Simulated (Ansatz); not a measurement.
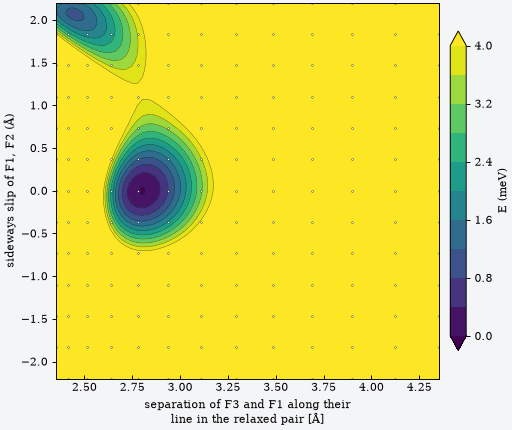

The pair F₂···F₂. 
- Coordinates scanned: (1) separation of F3 and F1 along their line in the relaxed pair; (2) sideways slip of F1, F2.
- Nothing is relaxed (both partners rigid).
- The scan uses a 13 × 13 grid.
- Points are written as (first, second).
- All energies are given in meV relative to the lowest grid point.
- Theory: RKS B3LYP-D4/def2-TZVPD in Ansatz 0.2.0.

Drawn: filled contours, dots at the grid points, one colour for all values above the top of the scale. Between grid points the surface is interpolated.

Question: Where is the minimum, and how stiff is the well along each coordinate?

Answer: The interpolated minimum is at the first coordinate ≈ 2.803 Å, sideways slip of F1, F2 ≈ 0.00 Å. The curvatures there are about 0.12 eV/Å² and 0.021 eV/Å², with a cross term of about −0.0053 eV/Å². Round the minimum the two coordinates are weakly coupled (coupling −0.11 in units of the two stiffnesses).
